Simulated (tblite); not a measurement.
**C$_{5}$H$_{6}$ClF: molecular dynamics (part 3 of 3)**

Continued. System: C$_{5}$H$_{6}$ClF. Method: GFN2-xTB Langevin dynamics, gas phase (tblite 0.8.0). 

Geometry of the input (Å):
```
C  2.4477  -0.2917  0.2760
C  1.1367  -0.3274  0.0719
F  0.5932  -1.4817  -0.3840
C  0.1719  0.7432  0.2820
Cl 0.8754  2.2101  0.8946
C  -1.1461  0.7183  0.0627
C  -1.9415  -0.4318  -0.4567
H  3.0506  -1.1600  0.0819
H  2.9344  0.5935  0.6350
H  -1.6991  1.6198  0.2848
H  -1.8937  -1.2759  0.2300
H  -2.9803  -0.1413  -0.5819
H  -1.5536  -0.7747  -1.4142
```

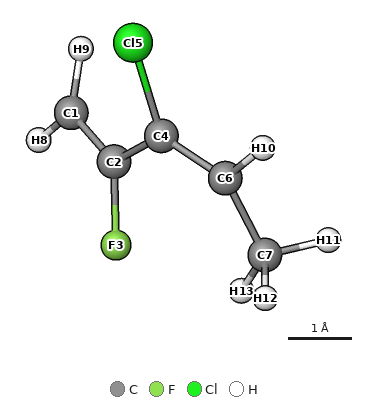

*The geometry at step 35 of the log (ball-and-stick view, seen at a tilt; atoms are numbered from 1 in the order of the input).*

Trajectory as extended XYZ, continued
```
13
Properties=species:S:1:pos:R:3:forces:R:3 step=30 time_fs=750.0 energy=-625.27934 temperature=307.2
C     1.0138   -1.1945    1.1359   -1.7174   2.2379  -0.1129
C     0.1345   -0.6727    0.2279    2.5126  -1.4699   1.1020
F     0.1368   -1.2128   -1.0167   -0.3106  -0.4272   0.0412
C    -0.6785    0.4944    0.3433   -0.7780   1.0120   0.3928
Cl    0.1838    1.8304    1.0630   -0.1879   0.0942   0.0994
C    -1.9583    0.6037    0.0062   -2.0950   1.9517  -0.1947
C    -2.8473   -0.3951   -0.6704   -0.0448   0.5048   0.1495
H     1.5195   -2.0783    0.9207    0.7165  -0.9679  -0.3711
H     1.2241   -0.7207    2.1231   -0.5889  -0.4984  -1.1008
H    -2.6003    1.5892    0.1364    1.8901  -1.6599   0.0964
H    -3.3545   -1.0484    0.0125   -0.6573   0.1726   0.8194
H    -3.5780    0.1376   -1.3022    0.3953  -0.4396   0.2848
H    -2.2944   -1.1097   -1.2106    0.8654  -0.5104  -1.2063
13
Properties=species:S:1:pos:R:3:forces:R:3 step=31 time_fs=775.0 energy=-625.32506 temperature=330.4
C     0.9939   -1.1740    1.0883    0.9342  -1.2586   0.0486
C     0.1982   -0.6956    0.1451   -0.3402  -0.5603   0.1564
F     0.1075   -1.3655   -1.0454   -0.0650   0.5072   0.3310
C    -0.6581    0.4761    0.3286   -1.4232   0.9389  -0.9483
Cl    0.1712    1.8122    1.0763    0.0827   0.0159   0.0553
C    -1.9230    0.7021   -0.1125   -0.1506   0.7625   0.1483
C    -2.8275   -0.3322   -0.6876    0.8303   0.9517  -2.8128
H     1.6547   -2.0852    0.9032   -1.0635   1.4943   0.3397
H     0.9820   -0.7096    2.0689    0.2717  -0.2093  -0.3690
H    -2.4716    1.7127   -0.1401    1.5000  -1.3380   0.7034
H    -3.3170   -0.9456   -0.0164   -1.0051  -0.8186   1.6539
H    -3.5920    0.2030   -1.3381    0.8908  -0.9000   0.6796
H    -2.2216   -1.0327   -1.3002   -0.4621   0.4143   0.0140
13
Properties=species:S:1:pos:R:3:forces:R:3 step=32 time_fs=800.0 energy=-625.33563 temperature=351.6
C     0.9522   -1.2324    1.0846    0.4982  -0.1650   1.5967
C     0.1263   -0.7734    0.2029   -0.6628   1.2317  -2.7698
F     0.0464   -1.4002   -1.0075   -0.2925  -0.4265   0.1006
C    -0.5835    0.5085    0.1627   -1.5357   0.1201   0.8555
Cl    0.1684    1.7172    1.1286    0.4125   0.4342   0.2166
C    -1.8720    0.7538   -0.1765    1.6077  -1.3688  -0.0726
C    -2.8089   -0.1876   -0.7820    0.4389  -2.8821   0.3362
H     1.3836   -2.1872    0.9817    0.4782  -0.6708  -0.1765
H     1.0965   -0.7180    2.0086    0.0414   0.0929   0.2762
H    -2.3906    1.5801    0.1810   -0.1499   1.7619   0.3170
H    -3.3787   -0.6199    0.0818    0.3332  -0.0064  -0.5902
H    -3.5476    0.2361   -1.3991   -0.5871   0.7742  -0.8420
H    -2.3153   -1.0506   -1.3404   -0.5823   1.1046   0.7524
13
Properties=species:S:1:pos:R:3:forces:R:3 step=33 time_fs=825.0 energy=-625.43917 temperature=297.0
C     0.8783   -1.2837    1.1199   -0.5480   1.8463   1.0361
C     0.1477   -0.7310    0.1671   -0.6266  -1.5491   0.0558
F    -0.0450   -1.4862   -0.9501    0.0926   0.2646  -0.3276
C    -0.6660    0.4466    0.2458    1.7062   0.8852   0.7918
Cl    0.2205    1.6857    1.1837   -0.4230  -0.1122  -0.3826
C    -1.8115    0.7444   -0.2995   -1.5452  -0.0786  -1.3455
C    -2.7805   -0.1777   -0.9574    0.2152  -1.8757   1.6722
H     1.3959   -2.1627    0.9633    0.8155  -1.3439  -0.1365
H     0.9305   -0.7577    2.0750    0.2650  -0.3719  -0.4211
H    -2.1580    1.7357   -0.3915   -0.1544   1.1206   0.6474
H    -3.5292   -0.5323   -0.1782    0.8861   0.2917  -0.6816
H    -3.3640    0.2191   -1.7285   -0.5178   1.0215  -1.0308
H    -2.2641   -1.0545   -1.3485   -0.1656  -0.0987   0.1224
13
Properties=species:S:1:pos:R:3:forces:R:3 step=34 time_fs=850.0 energy=-625.46362 temperature=322.3
C     0.9446   -1.2420    1.1966   -1.0315  -1.1755  -2.1166
C     0.0345   -0.8441    0.2698    1.6707  -0.3029   0.2625
F    -0.1405   -1.5663   -0.8852    0.0893  -0.0870   0.8538
C    -0.6069    0.4485    0.2314   -0.4352   0.7076   0.4085
Cl    0.1422    1.6692    1.2198    0.2476   0.0935  -0.0205
C    -1.7473    0.7884   -0.3651   -0.9478  -1.0566  -0.4795
C    -2.6530   -0.2329   -0.9987   -1.3636   0.9519  -1.4979
H     1.3664   -2.2736    1.0358   -0.2554   1.4851   0.5705
H     1.1855   -0.5695    1.9852    0.1199  -0.2942   0.3750
H    -2.1780    1.7756   -0.3447    0.3153   0.1425   0.2019
H    -3.5150   -0.4743   -0.3341    0.6873   0.2504  -0.3444
H    -3.1242    0.1700   -1.9848    0.7130  -0.3510   1.6236
H    -2.1644   -1.1372   -1.2963    0.1904  -0.3640   0.1630
13
Properties=species:S:1:pos:R:3:forces:R:3 step=35 time_fs=875.0 energy=-625.49613 temperature=271.8
C     0.9663   -1.2712    1.1902   -0.9619  -0.0070  -0.9500
C     0.0971   -0.8236    0.2846   -0.0287  -0.4932  -0.3120
F    -0.1834   -1.6403   -0.7834    0.2805   0.5110   0.2633
C    -0.6265    0.4394    0.3176   -1.7375   0.0845  -1.1247
Cl    0.0807    1.6569    1.2767    0.3634   0.4058   0.3937
C    -1.7964    0.7271   -0.3279    0.5608   0.1125   1.4360
C    -2.6370   -0.2396   -1.0804   -0.1034   0.7571  -1.4887
H     1.4343   -2.2128    1.0352    0.2444  -0.3018   0.1490
H     1.0110   -0.7474    2.0941    0.6151   0.4662   0.8799
H    -2.3342    1.7216   -0.1277    1.1456  -1.4440  -0.4071
H    -3.5793   -0.2774   -0.5836   -0.8168  -0.1135   0.3535
H    -2.8220    0.2639   -2.0577   -0.0688  -0.4142   0.3591
H    -2.3366   -1.2625   -1.3133    0.5074   0.4366   0.4481
13
Properties=species:S:1:pos:R:3:forces:R:3 step=36 time_fs=900.0 energy=-625.54847 temperature=340.6
C     0.9902   -1.2775    1.1749    1.5829   0.7555   1.6691
C     0.1089   -0.8770    0.3001   -1.3899   0.2807  -0.5150
F    -0.1739   -1.6878   -0.7428   -0.2558  -0.1176  -0.1802
C    -0.7362    0.3100    0.4059   -0.6450   1.5665  -0.4976
Cl    0.0490    1.6323    1.3332   -0.3541  -0.7115  -0.2442
C    -1.9295    0.6494   -0.1577    1.6474  -0.6675   0.2367
C    -2.6874   -0.1934   -1.1478    0.1962   0.5334   1.6552
H     1.4996   -2.2214    1.1055    0.0502   0.1001  -0.1068
H     1.3279   -0.5502    1.9517   -0.4808  -1.0426  -0.5995
H    -2.2944    1.6715    0.0075    0.0591  -0.6668  -0.0031
H    -3.7174   -0.1355   -0.8857   -0.9411  -0.1070   0.1779
H    -2.5710    0.3034   -2.0588    0.1728   0.5334  -1.6557
H    -2.3912   -1.2150   -1.2181    0.3581  -0.4568   0.0632
13
Properties=species:S:1:pos:R:3:forces:R:3 step=37 time_fs=925.0 energy=-625.42006 temperature=285.9
C     1.0425   -1.2030    1.1370    0.9021  -2.1391  -0.8571
C     0.0347   -0.9268    0.3358    0.5889  -0.5043  -0.9914
F    -0.1809   -1.7460   -0.7415   -0.1005   0.2333   0.2901
C    -0.7486    0.2582    0.3637    0.5334   0.6569   1.3651
Cl   -0.0291    1.5634    1.3465   -0.0451  -0.4859  -0.0752
C    -1.9575    0.5224   -0.0633   -0.8629   0.2375  -1.8656
C    -2.7069   -0.1221   -1.1869   -1.0306  -0.4581   0.8616
H     1.6594   -2.1086    0.8816   -0.6990   1.0817   0.6280
H     1.2084   -0.6590    2.0140    0.4035   0.4693   0.7266
H    -2.2642    1.5013    0.1547   -0.7799   1.1483   0.3175
H    -3.8161    0.0683   -1.1031    1.1316  -0.2586   0.0732
H    -2.3951    0.3212   -2.1290    0.1573  -0.1756   0.0067
H    -2.5083   -1.1959   -1.1399   -0.1987   0.1946  -0.4796
13
Properties=species:S:1:pos:R:3:forces:R:3 step=38 time_fs=950.0 energy=-625.40728 temperature=231.2
C     1.1045   -1.2522    1.1096   -1.9671   2.5277  -1.0582
C     0.1052   -0.8872    0.2614   -0.0595  -1.1857   0.6179
F    -0.2231   -1.8384   -0.7024   -0.0165   0.8946   0.6734
C    -0.8242    0.2541    0.3787    1.8334  -0.6574  -0.3858
Cl   -0.0602    1.4637    1.3594   -0.1424   0.3275   0.3480
C    -1.9436    0.5780   -0.2393   -1.6919   0.7911  -0.3702
C    -2.8053   -0.1892   -1.2179   -0.2186   0.6757  -0.1439
H     1.5040   -2.1807    0.9131    1.1178  -1.4118  -0.0020
H     1.4801   -0.5244    1.8236   -0.1088  -0.6782  -0.1306
H    -2.3587    1.5416    0.0943    0.1045  -0.3441  -0.3634
H    -3.9060    0.0957   -1.1696    1.4488  -0.3600   0.2960
H    -2.5063    0.0388   -2.2766   -0.0184  -0.3463   0.9940
H    -2.6490   -1.2318   -0.9742   -0.2812  -0.2330  -0.4752
13
Properties=species:S:1:pos:R:3:forces:R:3 step=39 time_fs=975.0 energy=-625.40609 temperature=252.6
C     1.1370   -1.1975    0.9983    0.6940  -0.7854   0.4714
C     0.0157   -0.9673    0.3414   -0.0391  -0.1492  -2.0844
F    -0.2937   -1.8549   -0.6718   -0.2741   0.2735   0.5237
C    -0.7284    0.2900    0.2537   -1.5388  -0.7707   0.2003
Cl   -0.0784    1.4193    1.3677    0.1042   0.8095   0.1092
C    -1.9222    0.5799   -0.3332    1.0660   0.7008   0.8156
C    -2.8216   -0.2618   -1.1638    0.7558   0.9717  -0.2308
H     1.7347   -2.1295    0.8314   -0.7846   1.1618   0.3370
H     1.4012   -0.4738    1.7538    0.3767  -0.4308  -0.0198
H    -2.2292    1.6341   -0.1882    0.0624  -0.6996  -0.1772
H    -3.7985    0.1478   -1.1667   -1.2064   0.1841   0.7934
H    -2.5873   -0.0534   -2.2007    0.6880  -0.7416  -0.4527
H    -2.8030   -1.2841   -0.8572    0.0959  -0.5240  -0.2857
13
Properties=species:S:1:pos:R:3:forces:R:3 step=40 time_fs=1000.0 energy=-625.30556 temperature=236.6
C     1.1051   -1.2634    0.9947    1.9509  -1.2962  -0.0735
C     0.0937   -0.9530    0.2284   -1.8872   0.0757   0.4555
F    -0.4219   -1.9044   -0.5642    0.1079  -0.4124  -0.7457
C    -0.7706    0.2096    0.3430   -0.0682   1.4639  -0.5796
Cl   -0.1326    1.4786    1.3985    0.0928  -0.3465  -0.2394
C    -1.8431    0.5952   -0.4004    2.1871   0.6466   2.3299
C    -2.6814   -0.3012   -1.1073   -1.7872  -0.9187  -0.6406
H     1.6922   -2.1982    0.7913   -0.7630   1.0921   0.4107
H     1.4851   -0.5523    1.6838    0.3011   0.1543   0.3253
H    -2.1191    1.6407   -0.2883   -0.2286  -0.2190  -0.0735
H    -3.7205   -0.1139   -0.8708   -0.5638  -0.1090   0.8872
H    -2.7581    0.0282   -2.1162    0.6794  -0.4513  -1.4309
H    -2.4656   -1.3509   -0.9043   -0.0212   0.3206  -0.6256
```

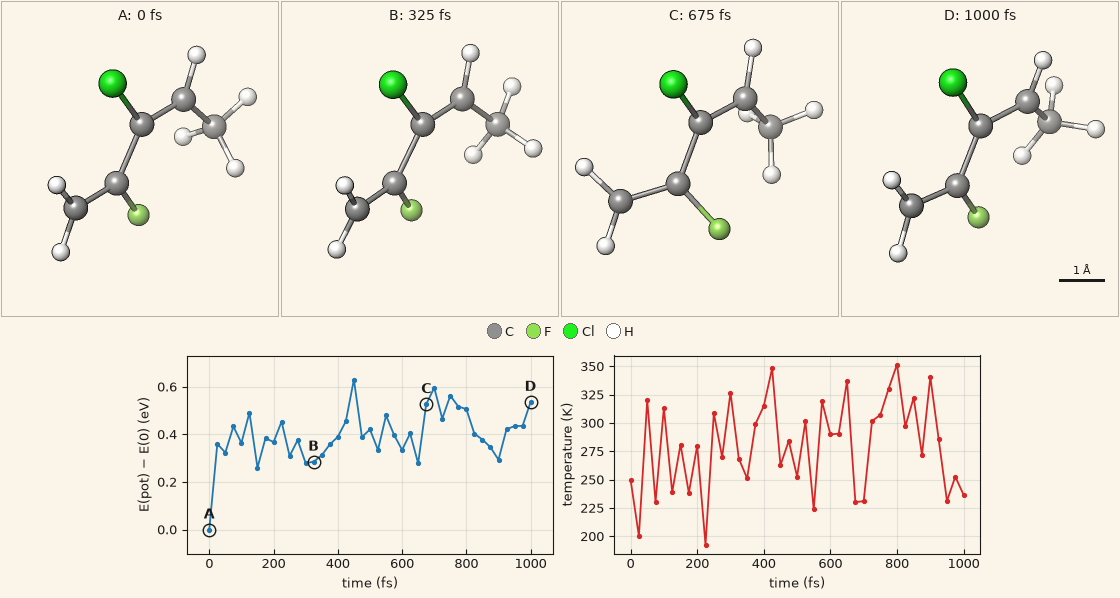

*Frames of the molecular dynamics (ball-and-stick, seen at a tilt) above the curves, on which the letters mark them.*

The trajectory kept here has 41 frames over 1000 fs. The temperature starts at 250 K, ranges from 193 to 352 K and averages 286 K over the second half. The potential energy ends 0.536 eV above its first value. After an unweighted best fit of the last frame on the first, the root-mean-square displacement is 0.58 Å, and H13 has moved furthest (1.29 Å).

Key numbers

| quantity | value |
| --- | --- |
| outcome | finished |
| mean temperature over the second half | 286 K |
| trajectory | 41 frames kept, 1000 fs |
| hardware | 1 CPU thread, shared host |
| wall time | 11 s |
| peak memory | 0.18 GiB |
